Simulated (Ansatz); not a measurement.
## Electronic structure of Cl2F3H5OSi2 in real space

Input file:

```
crystal:
  periodic: [false, false, false]
  atoms:
    - {symbol: Si, position_ang: [-0.755781, 0.771685, 0.934040]}
    - {symbol: O, position_ang: [0.161981, -0.116333, -0.200388]}
    - {symbol: Si, position_ang: [-0.241610, -0.188637, -1.874393]}
    - {symbol: F, position_ang: [-1.785792, 1.239312, -0.225631]}
    - {symbol: F, position_ang: [-0.252761, 2.206416, 1.347601]}
    - {symbol: Cl, position_ang: [-2.054546, -0.247624, 2.099642]}
    - {symbol: H, position_ang: [1.743208, -0.862209, 1.558706]}
    - {symbol: Cl, position_ang: [1.053645, 0.081999, 2.559791]}
    - {symbol: H, position_ang: [1.068782, -0.783647, 0.107005]}
    - {symbol: F, position_ang: [1.952991, -1.387626, 0.562533]}
    - {symbol: H, position_ang: [-0.158050, 1.166479, -2.446055]}
    - {symbol: H, position_ang: [0.832987, -1.061991, -2.394935]}
    - {symbol: H, position_ang: [-1.564955, -0.817824, -2.027916]}
basis:
  gaussian: {orbitals: def2-TZVPP}
hamiltonian: {xc: pbe0, dispersion: d4}
output: {orbitals: {seedname: orbitals}}
```

Run with:

```sh
ansatz run in.yaml --threads 4 --pin off --events-out ev --progress --plain --max-ram 46080MiB --backend cuda --devices 0, --max-vram 37GiB
```

A transition-state structure; geometry: PBE0-D4/def2-TZVP.

The calculation used RKS PBE0-D4/def2-TZVPP in Ansatz 0.2.0.

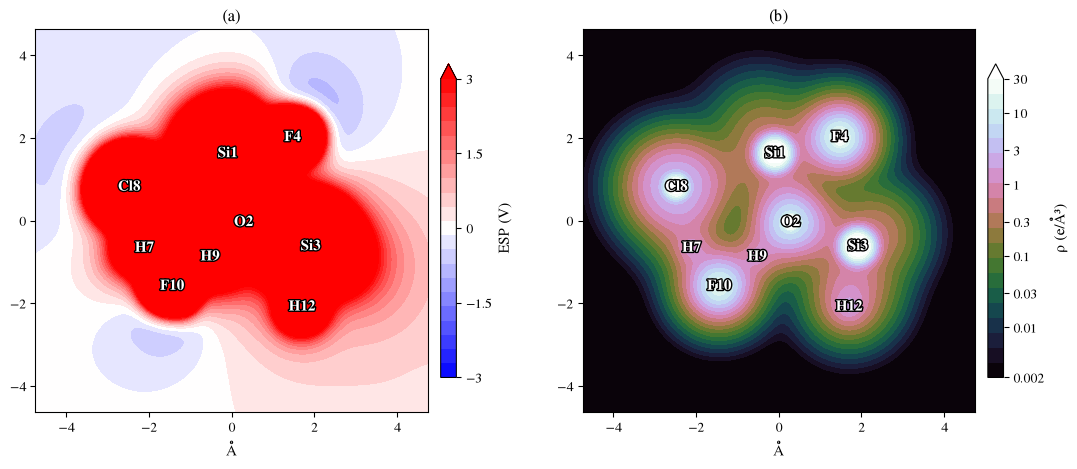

Figure 1. (a) electrostatic potential; (b) electron density on the plane of atoms O2, Si1 and F4.

Describe what can be read from this map.

Answer. Atoms in the plane: Si, O, F, H and Cl. F10···H7 (1.15 Å): the density falls to about 1.2 e/Å³ on the way. Si–O (1.71 Å): ρ is about 1 e/Å³ halfway. O–H (1.17 Å): ρ at the midpoint is about 2.5 e/Å³. Si–F (1.62 Å): the density is about 1.1 e/Å³ at the midpoint. Si–H (1.48 Å): the density is about 0.84 e/Å³ at the midpoint. Outside the dense part of the molecule the potential is most negative (−0.8 V) near F4.

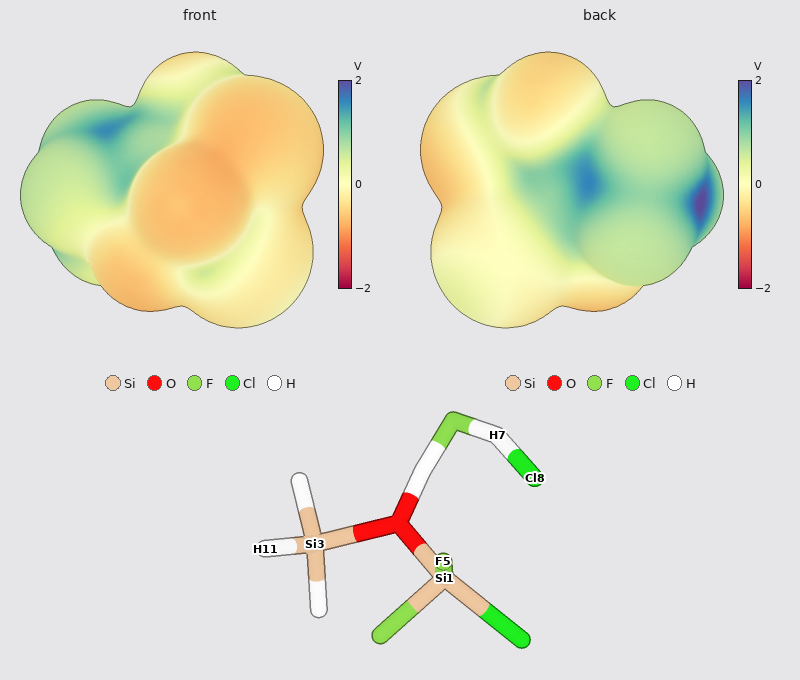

Figure 2. The electrostatic potential painted on the density surface at 0.001 e/bohr³, seen from the front and from behind; red is negative and blue positive. The bare structure is drawn below in the same view.

Which sites attract a positive test charge, and which a negative one?

Answer. A positive charge is drawn to the negative regions and a negative charge to the positive ones. The most negative region (about −0.8 V) lies over F5 and Cl8, the most positive (about +1.9 V) over Si3. Cl6 shows a σ-hole: about +0.3 V at the tip opposite its bond, against about −0.2 V on its flanks.

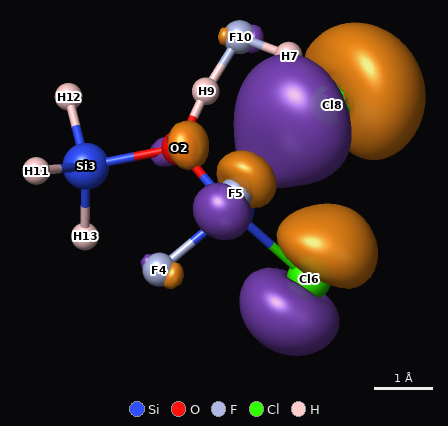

Figure 3. The HOMO−1 at ±0.1 Å⁻³ᐟ² (orange and purple are the two phases), seen at a tilt.

Where does this orbital lie, and at what energy?

Answer. It lies mainly on Cl8 (about 65 %) and Cl6 (about 20 %). Its energy is −9.43 eV.
